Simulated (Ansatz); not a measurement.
**Mo₂O₆ (triplet): density, localisation and related maps**

Input file:

```
crystal:
  periodic: [false, false, false]
  atoms:
    - {symbol: Mo, position_ang: [-1.044783, -0.901681, -0.192787]}
    - {symbol: Mo, position_ang: [1.044786, 0.901684, 0.192790]}
    - {symbol: O, position_ang: [2.183675, 0.776483, 1.475656]}
    - {symbol: O, position_ang: [1.331052, 2.256775, -0.827146]}
    - {symbol: O, position_ang: [0.780007, -0.740338, -0.764706]}
    - {symbol: O, position_ang: [-0.780009, 0.740332, 0.764710]}
    - {symbol: O, position_ang: [-2.183669, -0.776478, -1.475656]}
    - {symbol: O, position_ang: [-1.331059, -2.256777, 0.827140]}
basis:
  gaussian: {orbitals: def2-TZVP, initial_orbitals: start.molden}
magnetization: {spin_polarized: true, initial_magnetization: 2}
hamiltonian: {xc: pbe0, dispersion: d4}
scf: {omitted_lower_state_checks: [starts]}
output: {orbitals: {seedname: orbitals}}
```

Run with:

```sh
ansatz run in.yaml --threads 2 --pin off --events-out ev --progress --plain --max-ram 32768MiB --backend cpu
```

Geometry: r2SCAN-D4/def2-SVP; core potentials replace the inner electrons of Mo.

Computed with UKS PBE0-D4/def2-TZVP (Ansatz).

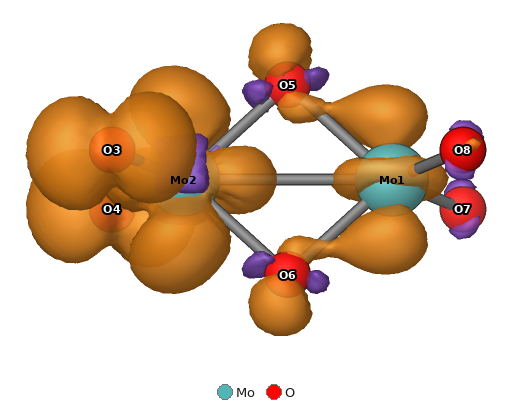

Figure 1. Isosurfaces of the spin density at +0.03 (orange) and −0.03 e/Å³ (purple), seen from one side.

Describe the spin distribution.

Answer. The unpaired spin (2 electrons) lies mostly on O4 (about 0.6), O3 (about 0.6), Mo2 (about 0.5) and Mo1 (about 0.2), in electrons by Hirshfeld's partition.

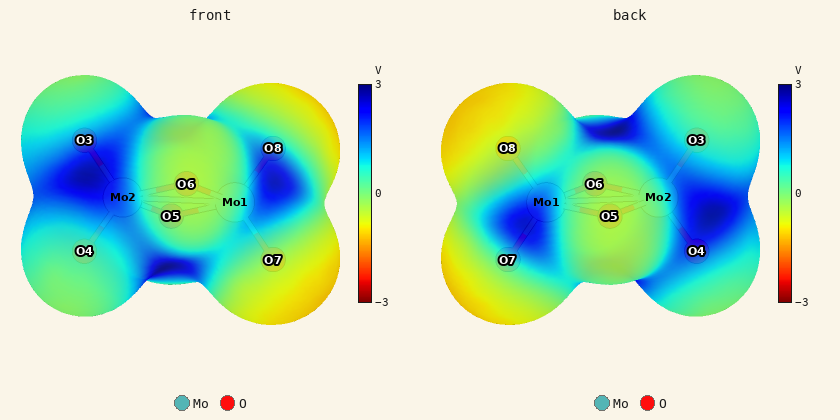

Figure 2. The molecular electrostatic potential painted on the density surface at 0.002 e/bohr³, seen from the front and from behind; the colour scale runs from red (negative) to blue (positive).

Which sites attract a positive test charge, and which a negative one?

Answer. A positive charge is drawn to the negative regions and a negative charge to the positive ones. The most negative region (about −1.2 V, or −28 kcal/mol for a unit charge) lies over O7 and O8, the most positive (about +2.8 V, or +65 kcal/mol for a unit charge) over Mo2.
